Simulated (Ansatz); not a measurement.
## Electronic structure of CH5BZn (SMILES C[BH][ZnH]) in real space

```xyz
8

C    -0.3191    0.9160   -0.7009
B     0.3002    0.1731    0.5181
Zn    0.1633   -1.8759    0.8935
H    -1.1244    0.4141   -1.2388
H    -0.5890    1.9590   -0.5103
H     0.5363    0.9671   -1.4012
H     0.9692    0.8542    1.2544
H     0.0636   -3.4076    1.1852
```

Geometry: PBE0-D4/def2-TZVP.

Method: RKS PBE0-D4/def2-TZVPP (Ansatz).

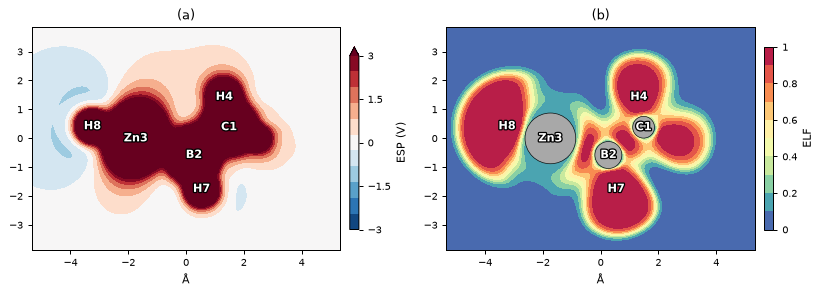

Figure 1. (a) electrostatic potential; (b) ELF on the plane of atoms Zn3, B2 and H7. Grey discs cover the atomic cores in the ELF map.

Read the bonding off the picture.

Answer. The plane passes through C, B, Zn and H nuclei. C–B (1.56 Å): the ELF peaks at about 0.95 between the atoms; a shared electron pair. Zn–B (2.09 Å): the ELF peaks at about 0.95 in the valence shell of B, 0.8 Å from its nucleus, and is about 0.60 at the midpoint. C–H (1.09 Å): the ELF climbs to about 1 towards the hydrogen, as it does in any bond to H (an ordinary covalent bond to hydrogen). B–H (1.21 Å): the ELF climbs to about 1 towards the hydrogen (an ordinary covalent bond to hydrogen). Zn–H (1.56 Å): the ELF climbs to about 1 towards the hydrogen. Outside the dense part of the molecule the potential is most negative (−0.9 V) near H8.

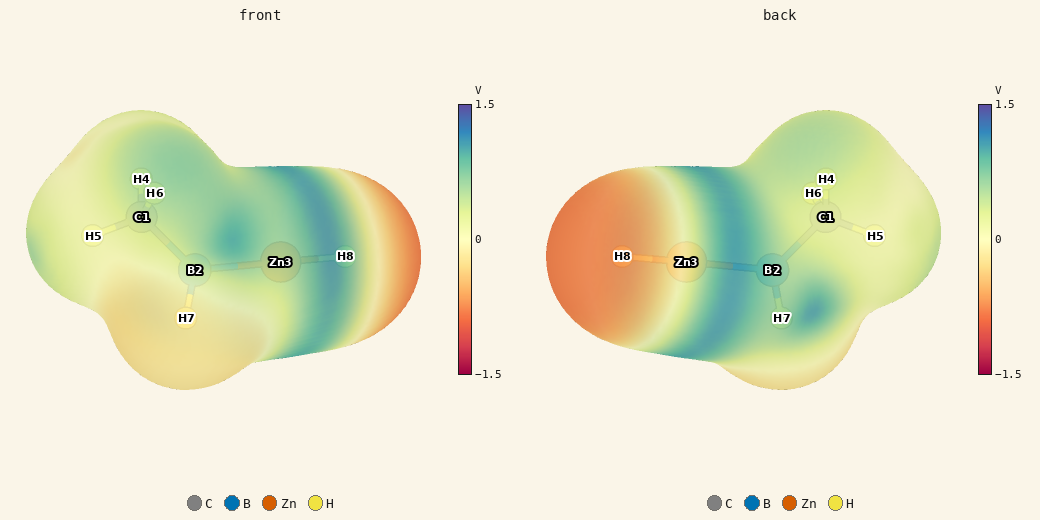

Figure 2. The molecular electrostatic potential painted on the density surface at 0.001 e/bohr³, seen from the front and from behind; the colour scale runs from red (negative) to blue (positive).

Which sites attract a positive test charge, and which a negative one?

Answer. A positive charge is drawn to the negative regions and a negative charge to the positive ones. The most negative region (about −0.8 V) lies over H8, the most positive (about +1.1 V) over B2 and Zn3.

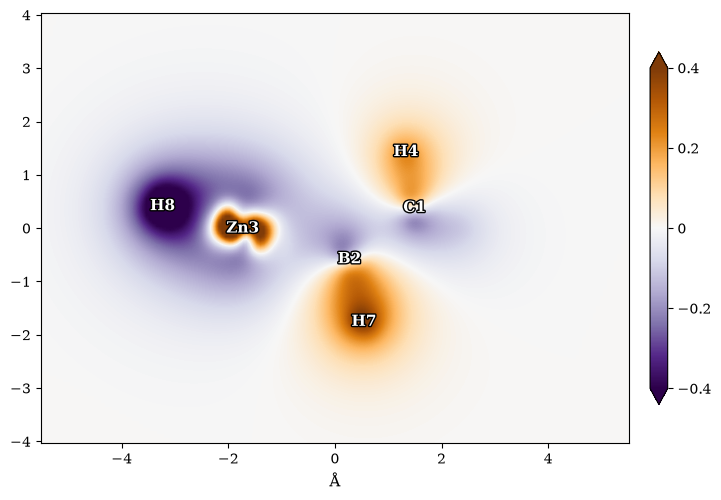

Figure 3. The HOMO−1 on the plane of atoms Zn3, B2 and H7 (values in Å⁻³ᐟ²; the overall sign is arbitrary).

Describe this orbital and give its energy.

Answer. By Hirshfeld shares it lies mainly on Zn3 (about 50 %), H8 (about 30 %), B2 (about 10 %) and H7 (about 10 %). Its energy is −8.89 eV.
